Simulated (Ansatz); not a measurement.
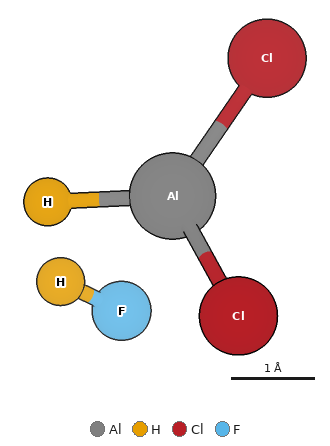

The structure as given in the input (ball-and-stick view, seen at a tilt). Sticks mark near contacts. Bond lengths as drawn: Al–Cl 2.11 Å, Al–H 1.57 Å and F–H 0.94 Å.

Geometry relaxation, with input and output: AlH₂Cl₂F

- system: AlH₂Cl₂F
- method: RKS revPBE-D4/6-31G* (Ansatz 0.2.0)

It belongs to a series of runs on one base structure; here: end point A relaxed.

**What the program printed**
```
The last accepted step is kept in [file] (removed where the run ends without a failure and the disk answers)
Engine: ansatz 0.2.0, x86_64-unknown-linux-gnu
Functional definition: revPBE
  parameter kappa = 1.245
  parameter beta = 0.06672455060314922
  exchange = pbe_x(kappa = kappa, mu = beta*pi^2/3)
  correlation = pbe_c(beta = beta)
878 factors; their error is unknown
mean field evaluation 1: about -34384.3601 eV, gradient 3.3e1 eV
mean field evaluation 2: about -34380.9815 eV, gradient 5.7e1 eV
mean field evaluation 4: about -34386.5160 eV, gradient 1.1e0 eV
mean field evaluation 8: about -34386.5221 eV, gradient 2.1e-2 eV
mean field evaluation 16: about -34386.4935 eV, gradient 6.6e-5 eV
mean field -34386.49354511 eV, -1263.6803297804 hartree, gradient 6.6e-5 eV, S^2 0.000000; 0 other end points of the search recorded, 0 dependent functions left out
the calculation of the forces begins
reference -34386.49359491 eV, -1263.6803316106 hartree; 29, 29 occupied and 47, 47 virtual orbitals, 878 factors
relax step   1: F+E_penalty+E_count = -34386.78540623 eV  Δ(F+E_penalty+E_count) = +0.000e0 eV  max|allowed force component| = 6.293e-1 eV/Å  Δτ_max = 0.0000 Å  (24 SCF iters, accepted)
these checks for a lower state are left out or cut short: starts, cluster_reference, orbital_swaps, neighbouring_geometries, increment
878 factors; their error is unknown
mean field -34386.59847841 eV, -1263.6841860079 hartree, gradient 2.2e-5 eV, S^2 0.000000; 0 other end points of the search recorded, 0 dependent functions left out
[... from here on the field's lines of each further geometry are left out, up to the last ...]
relax step   2: F+E_penalty+E_count = -34386.89792473 eV  Δ(F+E_penalty+E_count) = -1.125e-1 eV  max|allowed force component| = 1.233e0 eV/Å  Δτ_max = 0.1972 Å  (31 SCF iters, accepted)
relax step   3: F+E_penalty+E_count = -34387.07836318 eV  Δ(F+E_penalty+E_count) = -1.804e-1 eV  max|allowed force component| = 1.379e0 eV/Å  Δτ_max = 0.1955 Å  (31 SCF iters, accepted)
relax step   4: F+E_penalty+E_count = -34387.21084399 eV  Δ(F+E_penalty+E_count) = -1.325e-1 eV  max|allowed force component| = 3.492e-1 eV/Å  Δτ_max = 0.1951 Å  (26 SCF iters, accepted)
relax step   5: F+E_penalty+E_count = -34387.17943870 eV  Δ(F+E_penalty+E_count) = +3.141e-2 eV  max|allowed force component| = 6.088e-1 eV/Å  Δτ_max = 0.1626 Å  (27 SCF iters, rejected (line search))
relax step   6: F+E_penalty+E_count = -34387.22983888 eV  Δ(F+E_penalty+E_count) = -1.899e-2 eV  max|allowed force component| = 1.343e-1 eV/Å  Δτ_max = 0.0651 Å  (26 SCF iters, accepted)
relax step   7: F+E_penalty+E_count = -34387.23205596 eV  Δ(F+E_penalty+E_count) = -2.217e-3 eV  max|allowed force component| = 5.898e-2 eV/Å  Δτ_max = 0.0172 Å  (26 SCF iters, accepted)
relax step   8: F+E_penalty+E_count = -34387.23491509 eV  Δ(F+E_penalty+E_count) = -2.859e-3 eV  max|allowed force component| = 4.800e-2 eV/Å  Δτ_max = 0.0473 Å  (26 SCF iters, accepted)
relax step   9: F+E_penalty+E_count = -34387.23483421 eV  Δ(F+E_penalty+E_count) = +8.089e-5 eV  max|allowed force component| = 1.382e-1 eV/Å  Δτ_max = 0.0361 Å  (26 SCF iters, rejected (line search))
relax step  10: F+E_penalty+E_count = -34387.23599225 eV  Δ(F+E_penalty+E_count) = -1.077e-3 eV  max|allowed force component| = 2.476e-2 eV/Å  Δτ_max = 0.0176 Å  (26 SCF iters, accepted)
relax step  11: F+E_penalty+E_count = -34387.23678050 eV  Δ(F+E_penalty+E_count) = -7.883e-4 eV  max|allowed force component| = 4.887e-2 eV/Å  Δτ_max = 0.0497 Å  (25 SCF iters, accepted)
relax step  12: F+E_penalty+E_count = -34387.23677925 eV  Δ(F+E_penalty+E_count) = +1.249e-6 eV  max|allowed force component| = 6.128e-2 eV/Å  Δτ_max = 0.0041 Å  (21 SCF iters, rejected (line search))
the calculation of the forces begins
reference -34386.90777664 eV, -1263.6955525083 hartree; 29, 29 occupied and 47, 47 virtual orbitals, 878 factors
relax step  13: F+E_penalty+E_count = -34387.23683546 eV  Δ(F+E_penalty+E_count) = -5.497e-5 eV  max|allowed force component| = 2.021e-3 eV/Å  Δτ_max = 0.0020 Å  (21 SCF iters, accepted)
```

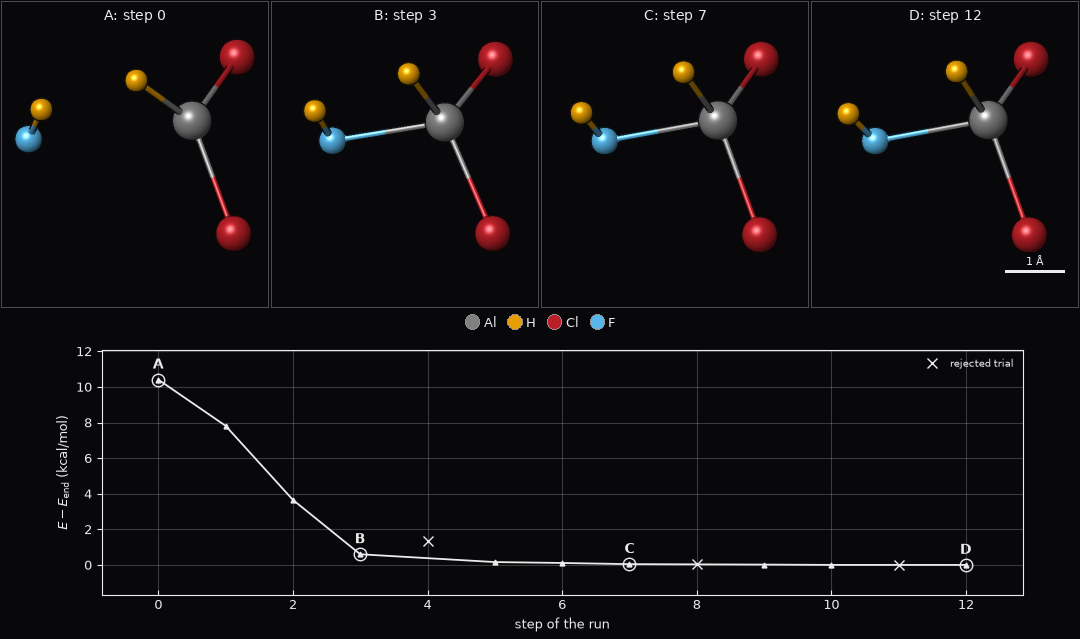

Frames of the relaxation (ball-and-stick view, seen at a tilt) above the curves, on which the letters mark them (the first geometry is step 0 here and step 1 in the log).

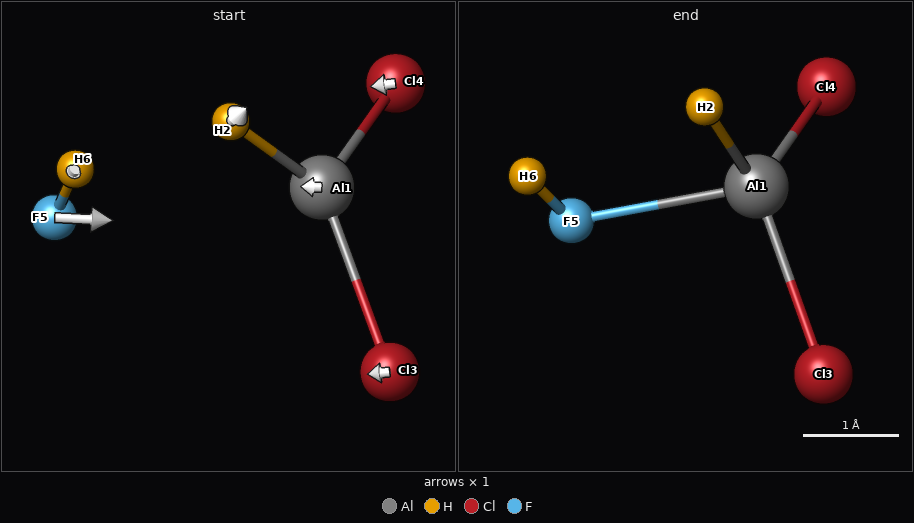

Before (left) and after (right) the relaxation, at one scale (ball-and-stick view, seen at a tilt). The white arrows give the displacements, at true length. After 12 geometry steps the energy has fallen by 10.4 kcal/mol. Largest force component: 0.63 eV/Å at the start, 0.002 eV/Å at the end. The line search rejected the trial steps at points 4, 8, 11 (counted from 0) and went back. The largest move after the best rigid fit is that of F5, 0.64 Å. Largest moves by element: F 0.64 Å, H 0.34 Å, Cl 0.28 Å, Al 0.24 Å. Distances before and after: Al1–F5 2.873 → 2.062 Å, Al1–H2 1.571 → 1.599 Å, F5–H6 0.940 → 0.959 Å, Al1–Cl3 2.107 → 2.124 Å. New bonds form: Al1–F5 (2.87 → 2.06 Å). Among the angles that change: Cl3–Al1–Cl4 120.0° → 117.8°. (Atoms are counted from 1 in the order of the input.)

```
878 factors; their error is unknown
mean field -34386.90772492 eV, -1263.6955506077 hartree, gradient 4.3e-6 eV, S^2 0.000000; 1 other end points of the search recorded, 0 dependent functions left out
the calculation of the forces begins
reference -34386.90777664 eV, -1263.6955525083 hartree; 29, 29 occupied and 47, 47 virtual orbitals, 878 factors
Total energy: -34387.23688718 eV, -1263.7076470976 hartree
Atom 0 at     0.010773     0.034315     0.065677 Å, force    -0.000279    -0.000952     0.000786 eV/Å
Atom 1 at     0.008511     0.561005     1.575608 Å, force    -0.000089     0.000471     0.000385 eV/Å
Atom 2 at     1.823770     0.101819    -1.039589 Å, force     0.000405    -0.000156     0.000047 eV/Å
Atom 3 at    -1.813908     0.035781    -1.022313 Å, force    -0.000435     0.000293    -0.000031 eV/Å
Atom 4 at     0.048580    -1.901834     0.774629 Å, force     0.000482    -0.001086     0.000833 eV/Å
Atom 5 at     0.050073    -1.729585     1.717988 Å, force    -0.000085     0.001430    -0.002021 eV/Å
Dipole moment:     0.011912    -0.449816     0.800444 e Å
```

**Trajectory as extended XYZ (Å, eV, eV/Å), 13 frames, from step=1 to step=13**
```
6
Properties=species:S:1:pos:R:3:forces:R:3 step=1 energy=-34386.78541
Al   -0.0031    0.1952   -0.1107    0.0317  -0.3644  -0.1368
H     0.0092    0.2444    1.4598   -0.0191   0.1544   0.3105
Cl    1.8195    0.3170   -1.1606   -0.0024  -0.0122  -0.0104
Cl   -1.8294    0.2765   -1.1578    0.0015  -0.0184   0.0057
F     0.0740   -2.3409    1.2376   -0.0090  -0.0936  -0.6293
H     0.0576   -1.5907    1.8038   -0.0026   0.3343   0.4602
6
Properties=species:S:1:pos:R:3:forces:R:3 step=2 energy=-34386.89792
Al    0.0011    0.1324   -0.0924    0.0215  -0.4745   0.3118
H     0.0047    0.2743    1.4904   -0.0082   0.2459   0.1038
Cl    1.8163    0.2847   -1.1535    0.0419  -0.0360  -0.0292
Cl   -1.8217    0.2417   -1.1457   -0.0402  -0.0436  -0.0233
F     0.0662   -2.2100    1.0903   -0.0214   1.1978   0.8703
H     0.0612   -1.6216    1.8830    0.0064  -0.8897  -1.2334
6
Properties=species:S:1:pos:R:3:forces:R:3 step=3 energy=-34387.07836
Al    0.0046    0.0368   -0.0346    0.0145  -0.3467   0.4880
H     0.0019    0.3713    1.5341    0.0005   0.1127  -0.0176
Cl    1.8100    0.2232   -1.1139    0.0738  -0.0848  -0.0299
Cl   -1.8108    0.1782   -1.1042   -0.0693  -0.0957  -0.0271
F     0.0606   -2.0738    0.9502   -0.0139   1.0076   0.9658
H     0.0615   -1.6342    1.8403   -0.0056  -0.5931  -1.3792
6
Properties=species:S:1:pos:R:3:forces:R:3 step=4 energy=-34387.21084
Al    0.0083   -0.0629    0.0422   -0.0040   0.3262   0.0464
H     0.0029    0.4051    1.5888    0.0052  -0.0052  -0.0331
Cl    1.8035    0.1508   -1.0647    0.0504  -0.0849   0.0222
Cl   -1.7991    0.1021   -1.0532   -0.0439  -0.0982   0.0256
F     0.0550   -1.9246    0.8246   -0.0029  -0.0253   0.2881
H     0.0572   -1.5690    1.7344   -0.0047  -0.1127  -0.3492
6
Properties=species:S:1:pos:R:3:forces:R:3 step=5 energy=-34387.17944 accepted=F
Al    0.0098    0.0948    0.0818   -0.0076  -0.6088  -0.3902
H     0.0086    0.4730    1.6361    0.0025   0.0953  -0.0019
Cl    1.8257    0.0602   -1.0356   -0.1185   0.1647   0.1198
Cl   -1.8143   -0.0049   -1.0198    0.1231   0.1711   0.1216
F     0.0464   -1.9318    0.7541    0.0001   0.4259   0.1692
H     0.0516   -1.5898    1.6554    0.0003  -0.2483  -0.0185
6
Properties=species:S:1:pos:R:3:forces:R:3 step=6 energy=-34387.22984
Al    0.0104   -0.0023    0.0495    0.0010   0.0013  -0.0280
H     0.0110    0.4652    1.5881   -0.0055  -0.0118  -0.0238
Cl    1.8323    0.1166   -1.0360   -0.0456  -0.0089   0.0098
Cl   -1.8248    0.0525   -1.0199    0.0550  -0.0111   0.0193
F     0.0533   -1.9281    0.7904   -0.0105   0.1343   0.0719
H     0.0456   -1.6024    1.6998    0.0056  -0.1039  -0.0492
6
Properties=species:S:1:pos:R:3:forces:R:3 step=7 energy=-34387.23206
Al    0.0114    0.0103    0.0534   -0.0086  -0.0422  -0.0148
H     0.0077    0.4694    1.5912    0.0057   0.0345  -0.0062
Cl    1.8282    0.1101   -1.0394   -0.0121   0.0080   0.0049
Cl   -1.8182    0.0457   -1.0220    0.0128   0.0092   0.0008
F     0.0468   -1.9157    0.7864    0.0045   0.0495  -0.0024
H     0.0519   -1.6182    1.7024   -0.0022  -0.0590   0.0177
6
Properties=species:S:1:pos:R:3:forces:R:3 step=8 energy=-34387.23492
Al    0.0121    0.0240    0.0605   -0.0027  -0.0480   0.0204
H     0.0090    0.5066    1.5885    0.0042   0.0247  -0.0087
Cl    1.8213    0.1065   -1.0432    0.0328   0.0118  -0.0080
Cl   -1.8102    0.0383   -1.0239   -0.0386   0.0140  -0.0156
F     0.0463   -1.9092    0.7800    0.0055   0.0431   0.0389
H     0.0493   -1.6648    1.7101   -0.0011  -0.0456  -0.0270
6
Properties=species:S:1:pos:R:3:forces:R:3 step=9 energy=-34387.23483 accepted=F
Al    0.0108    0.0094    0.0562    0.0176   0.0996   0.0214
H     0.0138    0.5322    1.5697   -0.0119  -0.0163   0.0056
Cl    1.8266    0.1195   -1.0407   -0.0146  -0.0343  -0.0079
Cl   -1.8187    0.0500   -1.0224    0.0126  -0.0349  -0.0012
F     0.0549   -1.9117    0.7880   -0.0075  -0.0374  -0.1382
H     0.0404   -1.6979    1.7213    0.0038   0.0233   0.1203
6
Properties=species:S:1:pos:R:3:forces:R:3 step=10 energy=-34387.23599
Al    0.0114    0.0223    0.0602   -0.0002  -0.0024   0.0132
H     0.0096    0.5192    1.5833    0.0001   0.0158  -0.0102
Cl    1.8239    0.1077   -1.0420    0.0064   0.0010  -0.0017
Cl   -1.8138    0.0402   -1.0237   -0.0082   0.0023  -0.0037
F     0.0483   -1.9061    0.7799    0.0016   0.0080   0.0230
H     0.0484   -1.6818    1.7144    0.0003  -0.0248  -0.0205
6
Properties=species:S:1:pos:R:3:forces:R:3 step=11 energy=-34387.23678
Al    0.0115    0.0347    0.0668   -0.0037  -0.0069  -0.0151
H     0.0078    0.5625    1.5750    0.0030   0.0028   0.0150
Cl    1.8228    0.1024   -1.0408    0.0054  -0.0008   0.0021
Cl   -1.8122    0.0357   -1.0224   -0.0069   0.0006  -0.0017
F     0.0474   -1.9025    0.7744    0.0031   0.0121   0.0485
H     0.0505   -1.7313    1.7190   -0.0010  -0.0077  -0.0489
6
Properties=species:S:1:pos:R:3:forces:R:3 step=12 energy=-34387.23678 accepted=F
Al    0.0106    0.0339    0.0659    0.0009   0.0080   0.0152
H     0.0091    0.5611    1.5773   -0.0016  -0.0072  -0.0182
Cl    1.8233    0.1014   -1.0396    0.0027   0.0005  -0.0008
Cl   -1.8136    0.0351   -1.0226   -0.0020   0.0008   0.0009
F     0.0490   -1.9018    0.7746   -0.0004  -0.0118  -0.0585
H     0.0495   -1.7282    1.7164    0.0004   0.0098   0.0613
6
Properties=species:S:1:pos:R:3:forces:R:3 step=13 energy=-34387.23684
Al    0.0108    0.0343    0.0657   -0.0003  -0.0010   0.0008
H     0.0085    0.5610    1.5756   -0.0001   0.0005   0.0004
Cl    1.8238    0.1018   -1.0396    0.0004  -0.0002   0.0000
Cl   -1.8139    0.0358   -1.0223   -0.0004   0.0003   0.0000
F     0.0486   -1.9018    0.7746    0.0005  -0.0011   0.0008
H     0.0501   -1.7296    1.7180   -0.0001   0.0014  -0.0020
```

The run was set up as follows.

**The input**
```yaml
crystal:
  periodic: [false, false, false]
  atoms:
    - { symbol: Al, position_ang: [-0.003101, 0.195241, -0.110747] }
    - { symbol: H, position_ang: [0.009172, 0.244409, 1.459796] }
    - { symbol: Cl, position_ang: [1.819461, 0.317024, -1.160622] }
    - { symbol: Cl, position_ang: [-1.829392, 0.276491, -1.157818] }
    - { symbol: F, position_ang: [0.074039, -2.340923, 1.237616] }
    - { symbol: H, position_ang: [0.05762, -1.590741, 1.803775] }
basis:
  gaussian: { orbitals: "6-31G*" }
hamiltonian:
  xc: revpbe
  dispersion: d4
relax:
  f_tol: 0.03
  max_steps: 50
```

Command:
```bash
ansatz run input.yaml --threads 1 --pin off --max-ram 2048MiB --backend cpu --events-out ev --progress --plain --runs-dir out
```

**Summary**

| quantity | value |
| --- | --- |
| outcome | converged |
| total energy | −34387.2369 eV |
| mean-field energy | −34386.9078 eV |
| largest force (length of the vector) at the end | 0.002 eV/Å |
| hardware | 1 thread of AMD EPYC (Zen 3), 192 GiB of memory available, shared host |
| wall time | 28 s |
| peak memory | 0.16 GiB |
